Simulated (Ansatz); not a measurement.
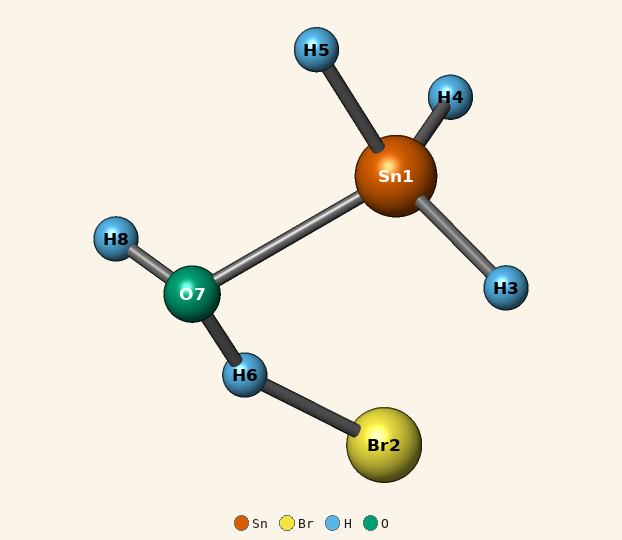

Harmonic vibrations computed with RKS PBE0-D4/def2-SVP, core potentials on Sn (Ansatz 0.2.0) at a stationary point of the same level.

**Is this a minimum or a saddle point?**

A first-order saddle point: one imaginary frequency, 366i cm⁻¹.

**List the wavenumbers.**

18 modes: 366i, 157, 177, 377, 424, 444, 484, 622, 696, 703, 734, 852, 1147, 1444, 1924, 1990, 2024, 3844 cm⁻¹.
